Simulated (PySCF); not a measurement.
# C4H8O2Si (SMILES C=C[C@H]1CO[SiH2]O1): what the fields show

Input

```
{"job": {"kind": "nmr", "xc": "PBE0", "basis": "pcSseg-1"}, "charge": 0, "multiplicity": 1}
C     -2.535743    -0.357608    -0.299156
C     -1.302115    -0.019681    -0.620738
C     -0.160740     0.038093     0.348234
C      0.899407    -1.041509    -0.003658
O      1.927323    -0.425854    -0.718737
Si     1.882795     1.208484    -0.576676
O      0.484998     1.282487     0.272229
H     -3.323984    -0.399800    -1.031104
H     -2.807072    -0.608818     0.713093
H     -1.032217     0.244829    -1.634046
H     -0.523180    -0.094351     1.373634
H      1.310981    -1.484366     0.909451
H      0.461897    -1.833206    -0.618568
H      1.769957     1.772843    -1.911887
H      2.943280     1.726447     0.270361
```

Command:

```sh
OMP_NUM_THREADS=1 python probes_run.py task.json out
```

Geometry: GFN2-xTB.

These are results of PBE0/pcSseg-1, SCF density, gas phase, non-relativistic in PySCF, not measurements.

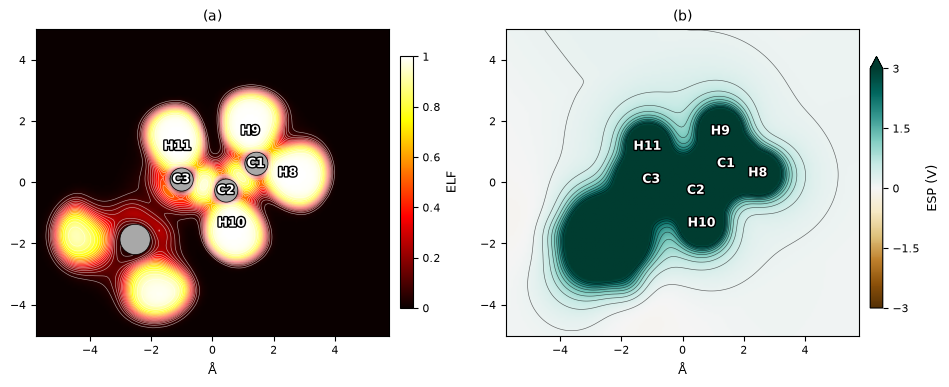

Figure 1. (a) ELF; (b) molecular electrostatic potential on the plane of atoms C3, C2 and H10. Grey discs cover the atomic cores in the ELF map.

**Interpret the plot.**

- Atoms in the plane: C and H.
- C–C (1.32 Å): the ELF peaks at about 0.90 between the atoms; a multiple bond.
- C–H (1.08 Å): the ELF climbs to about 1 towards the hydrogen, as it does in any bond to H: a covalent bond by its length.
- C–C (1.50 Å): the ELF peaks at about 0.95 between the atoms; localised, covalent bonding.
- The potential has no marked negative region in this plane.

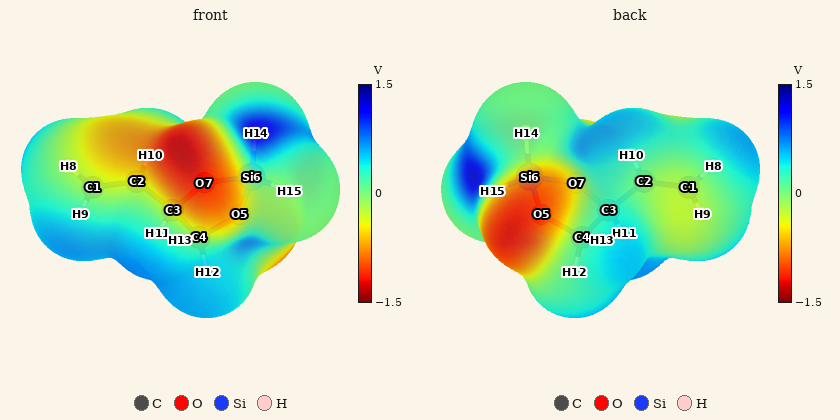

Figure 2. The electrostatic potential painted on the density surface at 0.001 e/bohr³, seen from the front and from behind; red is negative and blue positive.

**Which sites attract a positive test charge, and which a negative one?**

A positive charge is drawn to the negative regions and a negative charge to the positive ones. The most negative region (about −1.2 V, or −28 kcal/mol for a unit charge) lies over O5 and O7, the most positive (about +1.2 V, or +28 kcal/mol for a unit charge) over Si6.

**How polar is the molecule by this calculation?**

Its dipole moment is 0.89 D.
